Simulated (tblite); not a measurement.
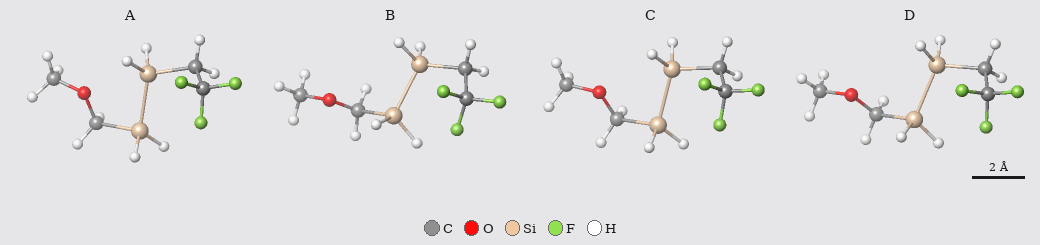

4 geometries from one relaxation of C₄H₁₁F₃OSi₂, in shuffled order. The picture is a ball-and-stick view, seen from a free direction.

Theory: tblite 0.8.0, GFN2-xTB geometry optimisation, gas phase. 

**Put them in the order of the run, from the start to the converged end.**

B, D, C, A. They are steps 0, 57, 95, 175, at +0.826 eV, +0.065 eV, +0.020 eV relative to the last. The largest moves after the best rigid fit, 1.61 Å, are those of H atoms. By element the largest moves are H 1.61 Å, C 0.85 Å, Si 0.79 Å, F 0.76 Å, O 0.63 Å. Among the contacts that change: O–Si 3.827 → 2.721 Å, Si–Si 2.232 → 2.320 Å, C–O 1.358 → 1.420 Å, C–Si 1.873 → 1.933 Å. Bond angles that change, for instance: C–Si–Si 106.8° → 95.9°, Si–Si–H 107.7° → 117.3°, C–Si–H 110.1° → 100.6°. Groups turn about C–Si by about 65°, C–Si by about 30°. The energy falls by 0.826 eV in 175 geometry steps. The run took 3.2 s on 1 thread of Arm Neoverse N1, on a shared host.
